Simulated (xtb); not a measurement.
# Geometry relaxation, with input and output: C2H7NSSi (part 3 of 3)

Continued. System: C2H7NSSi, SMILES CC(=S)N[SiH3]. Method: GFN1-xTB (xtb 6.7.1). The geometry comes from this level: GFN2-xTB.

Geometry of the input (Å):
```
C  -0.7045  -1.3587  0.3367
C  0.0332  -0.3337  1.1291
S  0.2631  -0.4843  2.7455
N  0.5125  0.7375  0.4654
Si 0.4045  1.1407  -1.2324
H  -1.5733  -0.9080  -0.1417
H  -0.0607  -1.7646  -0.4427
H  -1.0312  -2.1642  0.9881
H  0.9973  1.3777  1.0824
H  -1.0057  1.2560  -1.6051
H  1.0551  0.0884  -2.0133
H  1.1098  2.4133  -1.3121
```

What the program printed, continued
```
  Mulliken/CM5 charges         n(s)   n(p)   n(d)
     1C    -0.10237 -0.23812   1.017  3.085  0.000
     2C     0.24267  0.31349   1.078  2.679  0.000
     3S    -0.26044 -0.27902   1.920  4.348 -0.007
     4N    -0.36644 -0.67807   1.453  3.914  0.000
     5Si    0.31710  0.07690   1.231  1.813  0.639
     6H     0.05082  0.10659   0.949  0.000  0.000
     7H     0.05079  0.10659   0.949  0.000  0.000
     8H     0.04227  0.09622   0.958  0.000  0.000
     9H     0.22606  0.42308   0.774  0.000  0.000
    10H    -0.06672  0.02385   1.067  0.000  0.000
    11H    -0.06671  0.02385   1.067  0.000  0.000
    12H    -0.06703  0.02464   1.067  0.000  0.000

Wiberg/Mayer (AO) data.
largest (>0.10) Wiberg bond orders for each atom

 ---------------------------------------------------------------------------
     #   Z sym  total        # sym  WBO       # sym  WBO       # sym  WBO
 ---------------------------------------------------------------------------
     1   6 C    3.997 --     2 C    1.025     8 H    0.982     6 H    0.958
                             7 H    0.958
     2   6 C    3.938 --     3 S    1.720     4 N    1.125     1 C    1.025
     3  16 S    2.020 --     2 C    1.720     4 N    0.122
     4   7 N    3.390 --     5 Si   1.202     2 C    1.125     9 H    0.893
                             3 S    0.122
     5  14 Si   4.212 --     4 N    1.202    12 H    0.942    10 H    0.939
                            11 H    0.939
     6   1 H    1.004 --     1 C    0.958
     7   1 H    1.004 --     1 C    0.958
     8   1 H    1.019 --     1 C    0.982
     9   1 H    0.976 --     4 N    0.893
    10   1 H    0.991 --     5 Si   0.939
    11   1 H    0.991 --     5 Si   0.939
    12   1 H    0.989 --     5 Si   0.942
 ---------------------------------------------------------------------------

Topologies differ in total number of bonds
Writing topology from bond orders to xtbtopo.mol

 dipole moment from electron density (au)
     X       Y       Z
  -0.0169   0.2502  -0.8045  total (Debye):    2.142

           -------------------------------------------------
          |                Geometry Summary                 |
           -------------------------------------------------

      molecular mass/u    :      105.2340464
   center of mass at/Å    :        0.1762592       0.0610551       0.7171491
  moments of inertia/u·Å² :        0.6862268E+02   0.3169263E+03   0.3767066E+03
rotational constants/cm⁻¹ :        0.2456568E+00   0.5319102E-01   0.4475003E-01

 * 10 selected distances

     #   Z          #   Z                                           value/Å
     2   6 C        3  16 S                                       1.6246982
     2   6 C        4   7 N                                       1.3888335
     4   7 N        5  14 Si                                      1.7415311 (max)
     1   6 C        6   1 H                                       1.0931417
     1   6 C        7   1 H                                       1.0931523
     1   6 C        8   1 H                                       1.0882995
     4   7 N        9   1 H                                       1.0165577 (min)
     5  14 Si      10   1 H                                       1.4496406
     5  14 Si      11   1 H                                       1.4496517
     5  14 Si      12   1 H                                       1.4472564

 * 6 distinct bonds (by element types)

   Z      Z             #   av. dist./Å        max./Å        min./Å
   1 H    6 C           3     1.0915312     1.0931523     1.0882995
   1 H    7 N           1     1.0165577     1.0165577     1.0165577
   6 C    7 N           1     1.3888335     1.3888335     1.3888335
   1 H   14 Si          3     1.4488496     1.4496517     1.4472564
   7 N   14 Si          1     1.7415311     1.7415311     1.7415311
   6 C   16 S           1     1.6246982     1.6246982     1.6246982

           -------------------------------------------------
          |               Frequency Printout                |
           -------------------------------------------------
 projected vibrational frequencies (cm⁻¹)
eigval :       -0.00    -0.00    -0.00     0.00     0.00     0.00
eigval :      -50.05   104.83   156.74   166.28   309.64   372.10
eigval :      439.33   583.18   586.11   652.94   722.42   837.91
eigval :      851.99   852.73   871.68   982.19   994.73  1176.87
eigval :     1248.92  1355.25  1377.41  1446.33  1448.96  2223.68
eigval :     2228.31  2246.79  3000.78  3033.21  3092.87  3391.74
 reduced masses (amu)
   1: 15.30   2: 25.78   3: 23.85   4: 17.87   5: 22.30   6: 22.71   7:  2.72   8: 13.30
   9: 15.19  10:  2.39  11: 21.56  12: 15.67  13:  8.89  14:  5.39  15:  7.16  16:  3.01
  17: 13.08  18:  5.76  19: 11.67  20:  1.98  21:  2.04  22:  4.62  23:  5.80  24:  9.34
  25:  9.90  26:  3.86  27:  8.18  28:  2.32  29:  1.54  30:  2.10  31:  1.42  32:  1.91
  33:  1.35  34:  1.98  35:  1.92  36:  1.85
 IR intensities (km·mol⁻¹)
   1:  0.05   2:  0.30   3:  0.14   4:  0.13   5:  0.08   6:  0.48   7:  0.40   8:  0.63
   9:  0.28  10:  2.79  11: 14.82  12:  2.21  13: 16.58  14:232.05  15:105.35  16: 30.49
  17:113.30  18:645.96  19: 55.01  20:264.76  21:174.41  22: 15.54  23: 31.35  24:133.24
  25:255.39  26:102.03  27:368.69  28:  6.16  29:  9.86  30:325.48  31: 97.19  32:250.22
  33:  6.05  34:  7.51  35:  8.58  36:  4.44
 Raman intensities (Ä⁴*amu⁻¹)
   1:  0.00   2:  0.00   3:  0.00   4:  0.00   5:  0.00   6:  0.00   7:  0.00   8:  0.00
   9:  0.00  10:  0.00  11:  0.00  12:  0.00  13:  0.00  14:  0.00  15:  0.00  16:  0.00
  17:  0.00  18:  0.00  19:  0.00  20:  0.00  21:  0.00  22:  0.00  23:  0.00  24:  0.00
  25:  0.00  26:  0.00  27:  0.00  28:  0.00  29:  0.00  30:  0.00  31:  0.00  32:  0.00
  33:  0.00  34:  0.00  35:  0.00  36:  0.00
 output can be read by thermo (or use thermo option).
 writing <g98.out> molden fake output.
 recommended (thermochemical) frequency scaling factor: 1.0
           -------------------------------------------------
          |             Thermodynamic Functions             |
           -------------------------------------------------
Molecule has the following symmetry elements: (sigma)
It seems to be the Cs point group

cs  symmetry found (for desy threshold:  0.10E+00) used in thermo

          ...................................................
          :                      SETUP                      :
          :.................................................:
          :  # frequencies                          29      :
          :  # imaginary freq.                       1      :
          :  linear?                             false      :
          :  only rotor calc.                    false      :
          :  symmetry                               cs      :
          :  rotational number                       1      :
          :  scaling factor                  1.0000000      :
          :  rotor cutoff                   50.0000000 cm⁻¹ :
          :  imag. cutoff                  -20.0000000 cm⁻¹ :
          :.................................................:

    mode    ω/cm⁻¹     T·S(HO)/kcal·mol⁻¹    T·S(FR)/kcal·mol⁻¹   T·S(vib)
   ------------------------------------------------------------------------
       1    104.83    -1.00254 ( 95.08%)    -0.83706 (  4.92%)    -0.99440
       2    156.74    -0.77185 ( 98.98%)    -0.71795 (  1.02%)    -0.77129
       3    166.28    -0.73854 ( 99.19%)    -0.70045 (  0.81%)    -0.73823
   ------------------------------------------------------------------------

   temp. (K)  partition function   enthalpy   heat capacity  entropy
                                   cal/mol     cal/K/mol   cal/K/mol   J/K/mol
 298.15  VIB   20.2                 2486.368     17.943     14.284
         ROT  0.219E+06              888.752      2.981     27.415
         INT  0.442E+07             3375.120     20.924     41.699
         TR   0.104E+28             1481.254      4.968     39.852
         TOT                        4856.3741    25.8917    81.5512   341.2101

       T/K    H(0)-H(T)+PV         H(T)/Eh          T*S/Eh         G(T)/Eh
   ------------------------------------------------------------------------
    298.15    0.773912E-02    0.914753E-01    0.387476E-01    0.527277E-01
   ------------------------------------------------------------------------

         :::::::::::::::::::::::::::::::::::::::::::::::::::::
         ::                  THERMODYNAMIC                  ::
         :::::::::::::::::::::::::::::::::::::::::::::::::::::
         :: total free energy         -16.720480694265 Eh   ::
         ::.................................................::
         :: total energy              -16.773208421896 Eh   ::
         :: zero point energy           0.083736192697 Eh   ::
         :: G(RRHO) w/o ZPVE           -0.031008465066 Eh   ::
         :: G(RRHO) contrib.            0.052727727631 Eh   ::
         :::::::::::::::::::::::::::::::::::::::::::::::::::::
imag cut-off (cm-1) :    5.00
 found            1  significant imaginary frequency
 writing imag mode distorted coords to xtbhess.xyz
 for further optimization.

optimized geometry written to: xtbopt.xyz

           -------------------------------------------------
          | TOTAL ENERGY              -16.773208421896 Eh   |
          | TOTAL ENTHALPY            -16.681733104438 Eh   |
          | TOTAL FREE ENERGY         -16.720480694265 Eh   |
          | GRADIENT NORM               0.000043504380 Eh/α |
          | HOMO-LUMO GAP               2.609567615447 eV   |
           -------------------------------------------------

------------------------------------------------------------------------
------------------------------------------------------------------------
 total:
 *  cpu-time:     0 d,  0 h,  0 min,  1.413 sec
 * ratio c/w:     0.919 speedup
 SCF:
 *  cpu-time:     0 d,  0 h,  0 min,  0.013 sec
 * ratio c/w:     0.586 speedup
 ANC optimizer:
 *  cpu-time:     0 d,  0 h,  0 min,  0.120 sec
 * ratio c/w:     0.922 speedup
 analytical hessian:
 *  cpu-time:     0 d,  0 h,  0 min,  1.267 sec
 * ratio c/w:     0.923 speedup
```

File xtbopt.xyz
```
12
 energy: -16.773208421896 gnorm: 0.000043490123 xtb: 6.7.1
C           -0.70234154948141       -1.35522251847156        0.34087388708876
C            0.03447978933111       -0.34723616476352        1.17348307577876
S            0.26918277290054       -0.49044753537305        2.77474779892621
N            0.51378240417513        0.74458271747619        0.46140261182790
Si           0.40100741656225        1.13414923825704       -1.23224723473194
H           -1.56687898954380       -0.88935820132375       -0.13923443293375
H           -0.04913970659168       -1.74867619598319       -0.44239067625598
H           -1.04507372982884       -2.17985275772435        0.96289899323564
H            0.99257148190209        1.36196744286767        1.11177673783574
H           -0.98835651204724        1.26227393207746       -1.62557846137100
H            1.04810695438188        0.10871334520143       -2.02674894201943
H            1.09266966818763        2.39909669770725       -1.35898335739836
```

Standard error
```
normal termination of xtb
```

Trajectory as extended XYZ (Å, eV, eV/Å), 9 frames, from step=0 to step=8
```
12
Properties=species:S:1:pos:R:3 step=0 energy=-456.36558
C    -0.7045   -1.3587    0.3367
C     0.0332   -0.3337    1.1291
S     0.2631   -0.4843    2.7455
N     0.5125    0.7375    0.4654
Si    0.4045    1.1407   -1.2324
H    -1.5733   -0.9080   -0.1417
H    -0.0607   -1.7646   -0.4427
H    -1.0312   -2.1642    0.9881
H     0.9973    1.3777    1.0824
H    -1.0057    1.2560   -1.6051
H     1.0551    0.0884   -2.0133
H     1.1098    2.4133   -1.3121
12
Properties=species:S:1:pos:R:3 step=1 energy=-456.40860
C    -0.7042   -1.3597    0.3413
C     0.0337   -0.3421    1.1560
S     0.2628   -0.4933    2.7683
N     0.5139    0.7396    0.4685
Si    0.4037    1.1386   -1.2306
H    -1.5742   -0.9061   -0.1397
H    -0.0581   -1.7645   -0.4415
H    -1.0373   -2.1729    0.9816
H     0.9980    1.3743    1.0961
H    -0.9892    1.2683   -1.6255
H     1.0518    0.1117   -2.0296
H     1.0992    2.4059   -1.3450
12
Properties=species:S:1:pos:R:3 step=2 energy=-456.42091
C    -0.7034   -1.3587    0.3429
C     0.0341   -0.3468    1.1721
S     0.2652   -0.4934    2.7772
N     0.5136    0.7422    0.4621
Si    0.4022    1.1375   -1.2349
H    -1.5714   -0.8986   -0.1384
H    -0.0530   -1.7580   -0.4408
H    -1.0432   -2.1800    0.9717
H     0.9957    1.3686    1.1023
H    -0.9849    1.2696   -1.6283
H     1.0502    0.1163   -2.0308
H     1.0948    2.4014   -1.3552
12
Properties=species:S:1:pos:R:3 step=3 energy=-456.42197
C    -0.7030   -1.3579    0.3431
C     0.0340   -0.3478    1.1746
S     0.2667   -0.4914    2.7768
N     0.5131    0.7424    0.4603
Si    0.4019    1.1368   -1.2347
H    -1.5689   -0.8944   -0.1376
H    -0.0506   -1.7537   -0.4401
H    -1.0447   -2.1813    0.9678
H     0.9938    1.3645    1.1056
H    -0.9858    1.2675   -1.6287
H     1.0490    0.1143   -2.0309
H     1.0945    2.4010   -1.3561
12
Properties=species:S:1:pos:R:3 step=4 energy=-456.42219
C    -0.7026   -1.3567    0.3425
C     0.0340   -0.3481    1.1745
S     0.2688   -0.4886    2.7750
N     0.5127    0.7426    0.4594
Si    0.4014    1.1354   -1.2334
H    -1.5667   -0.8905   -0.1376
H    -0.0488   -1.7496   -0.4403
H    -1.0454   -2.1814    0.9644
H     0.9919    1.3606    1.1090
H    -0.9879    1.2649   -1.6277
H     1.0485    0.1109   -2.0297
H     1.0942    2.4005   -1.3560
12
Properties=species:S:1:pos:R:3 step=5 energy=-456.42224
C    -0.7026   -1.3565    0.3420
C     0.0341   -0.3477    1.1738
S     0.2688   -0.4889    2.7750
N     0.5130    0.7430    0.4601
Si    0.4014    1.1352   -1.2330
H    -1.5671   -0.8910   -0.1383
H    -0.0493   -1.7501   -0.4410
H    -1.0451   -2.1808    0.9645
H     0.9922    1.3614    1.1094
H    -0.9878    1.2645   -1.6271
H     1.0484    0.1107   -2.0290
H     1.0939    2.4002   -1.3566
12
Properties=species:S:1:pos:R:3 step=6 energy=-456.42225
C    -0.7025   -1.3561    0.3416
C     0.0342   -0.3475    1.1736
S     0.2690   -0.4894    2.7750
N     0.5133    0.7437    0.4606
Si    0.4013    1.1348   -1.2327
H    -1.5671   -0.8905   -0.1387
H    -0.0493   -1.7497   -0.4416
H    -1.0451   -2.1805    0.9640
H     0.9924    1.3616    1.1103
H    -0.9879    1.2638   -1.6265
H     1.0483    0.1101   -2.0281
H     1.0934    2.3997   -1.3576
12
Properties=species:S:1:pos:R:3 step=7 energy=-456.42225
C    -0.7024   -1.3555    0.3410
C     0.0344   -0.3473    1.1734
S     0.2691   -0.4901    2.7748
N     0.5137    0.7444    0.4612
Si    0.4011    1.1344   -1.2323
H    -1.5670   -0.8898   -0.1391
H    -0.0492   -1.7490   -0.4422
H    -1.0450   -2.1800    0.9632
H     0.9925    1.3619    1.1115
H    -0.9882    1.2627   -1.6258
H     1.0481    0.1091   -2.0271
H     1.0929    2.3993   -1.3587
12
Properties=species:S:1:pos:R:3 step=8 energy=-456.42225
C    -0.7023   -1.3552    0.3409
C     0.0345   -0.3472    1.1735
S     0.2692   -0.4904    2.7748
N     0.5138    0.7446    0.4614
Si    0.4010    1.1341   -1.2322
H    -1.5669   -0.8894   -0.1392
H    -0.0491   -1.7487   -0.4424
H    -1.0451   -2.1799    0.9629
H     0.9926    1.3620    1.1118
H    -0.9884    1.2623   -1.6256
H     1.0481    0.1087   -2.0267
H     1.0927    2.3991   -1.3590
```

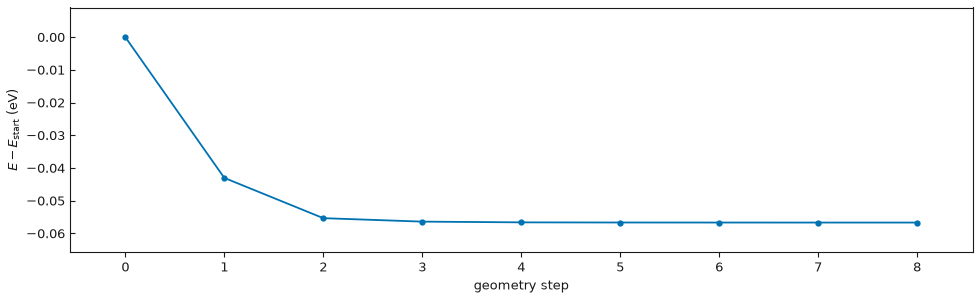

**Figure 1.** Progress of the relaxation, step by step (steps are counted from 0).

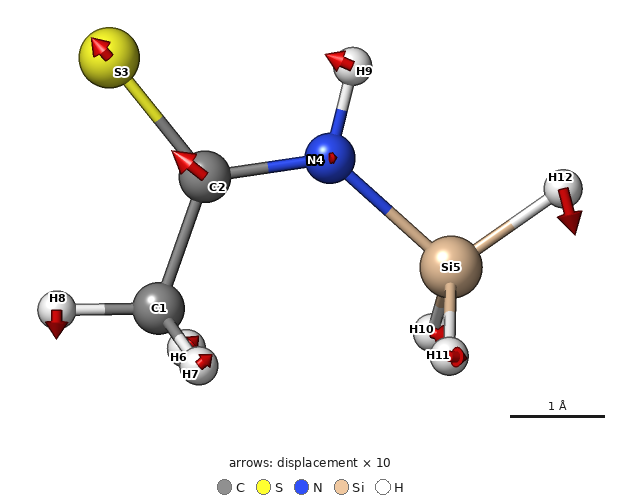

**Figure 2.** The starting structure with the displacements as red arrows, magnified 10 times (ball-and-stick view, seen on its broad side). The two geometries are laid on each other by the best rigid fit. The energy falls by 0.057 eV in 8 geometry steps. The largest move after the best rigid fit is that of H12, 0.052 Å. By element the largest moves are H 0.052 Å, C 0.046 Å, S 0.030 Å, N 0.008 Å, Si 0.008 Å. Distances before and after: C2–N4 1.348 → 1.389 Å, C2–S3 1.640 → 1.625 Å, Si5–H10 1.463 → 1.450 Å, C1–C2 1.491 → 1.501 Å. Among the angles that change: C2–N4–H9 111.9° → 108.2°, C1–C2–N4 117.4° → 114.4°, Si5–N4–H9 118.4° → 121.1°. (Atoms are counted from 1 in the order of the input.)

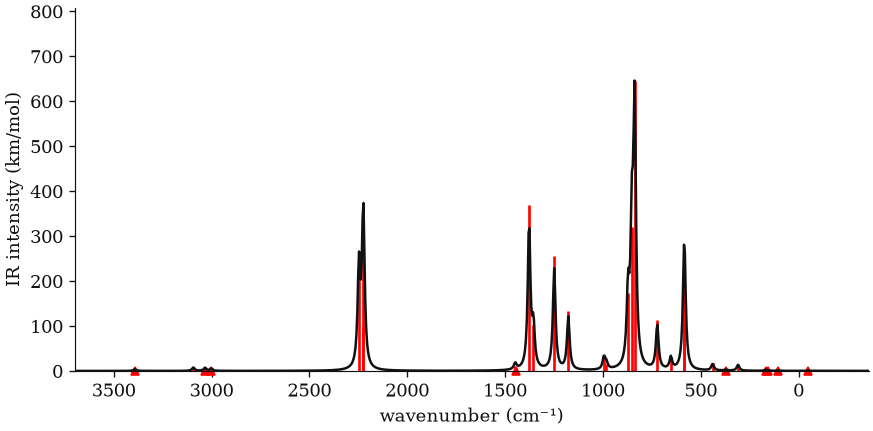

**Figure 3.** Harmonic infrared spectrum, unscaled: sticks (degenerate modes added up, dark ones marked on the axis) with a Lorentzian envelope of 16 cm⁻¹ full width, scaled to the tallest stick; imaginary modes are drawn at negative wavenumbers. 30 modes from 50i to 3392 cm⁻¹, 1 imaginary beyond 8i (50i cm⁻¹): not a clean minimum; so soft a mode can be a shallow saddle, an incomplete relaxation or noise of the force constants. The strongest line is at 838 cm⁻¹ (646 km/mol).

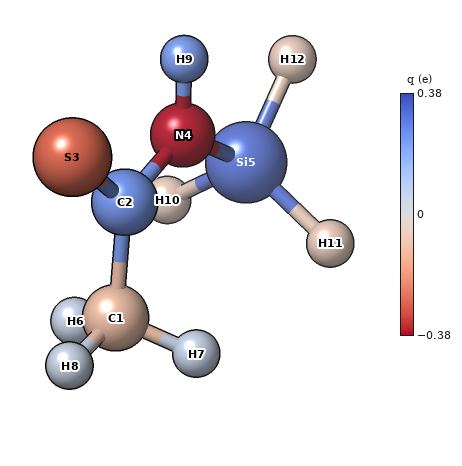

**Figure 4.** Mulliken charges, as the colour of each atom (ball-and-stick view, seen at a tilt; atoms are numbered from 1 in the order of the input). By element: C −0.10 to +0.24, S −0.26, N −0.37, Si +0.32 and H −0.07 to +0.23 e.

Results in brief

```json
{"quantity": "outcome", "value": "converged"}
{"quantity": "electrons treated", "value": "30"}
{"quantity": "total energy", "value": "−16.773208 hartree"}
{"quantity": "dispersion energy", "value": "−0.004963 hartree"}
{"quantity": "basis functions", "value": "46"}
{"quantity": "HOMO", "value": "−10.16 eV"}
{"quantity": "LUMO", "value": "−7.55 eV"}
{"quantity": "zero-point energy", "value": "0.083736 hartree"}
{"quantity": "dipole moment", "value": "2.14 D"}
{"quantity": "wavenumbers, lowest and highest", "value": "50i and 3392 cm⁻¹"}
{"quantity": "wall time", "value": "1.6 s"}
{"quantity": "peak memory", "value": "0.069 GiB"}
```
